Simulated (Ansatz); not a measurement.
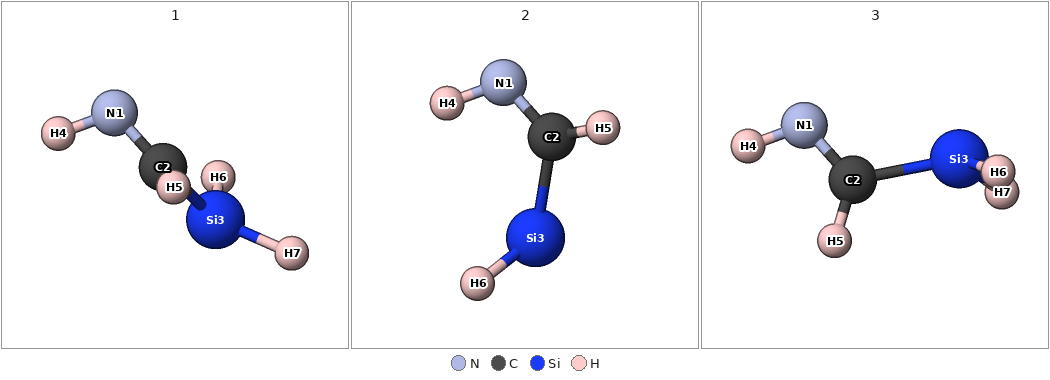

CH₄NSi, SMILES N=C[SiH2], spin multiplicity 2. Coordinates scanned: (1) dihedral H4–N1–C2–Si3; (2) dihedral N1–C2–Si3–H6. Nothing is relaxed (all other coordinates rigid). The grid has 18 × 18 points. Energies are in eV, from the lowest grid point. In part of the range the unrestricted reference is strongly spin-contaminated. Method: UKS r2SCAN-D4/def2-SVP (Ansatz).

The numbered pictures are structures from this grid.

Rank them by energy, lowest first.

Answer. 3, at dihedral H4–N1–C2–Si3 = −180°, dihedral N1–C2–Si3–H6 = 120°: 0.25 eV; 2, at dihedral H4–N1–C2–Si3 = 40°, dihedral N1–C2–Si3–H6 = −80°: 0.96 eV; 1, at dihedral H4–N1–C2–Si3 = 100°, dihedral N1–C2–Si3–H6 = 20°: 1.57 eV.

The map, with the structures marked:

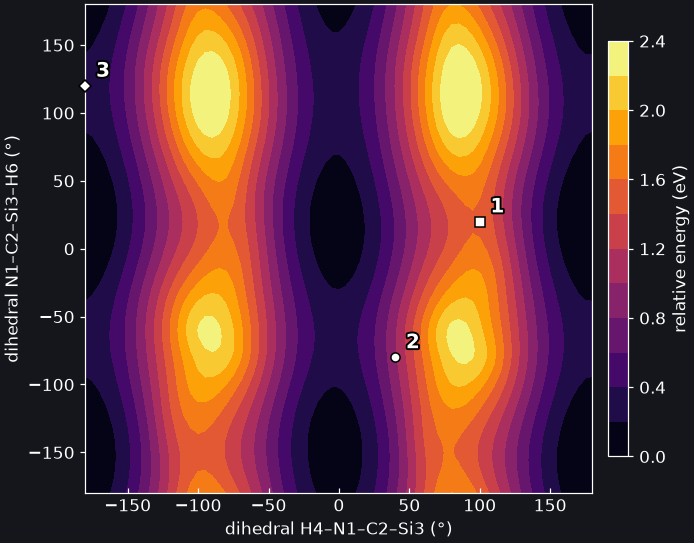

In the figure: filled contours. Between grid points the surface is interpolated.
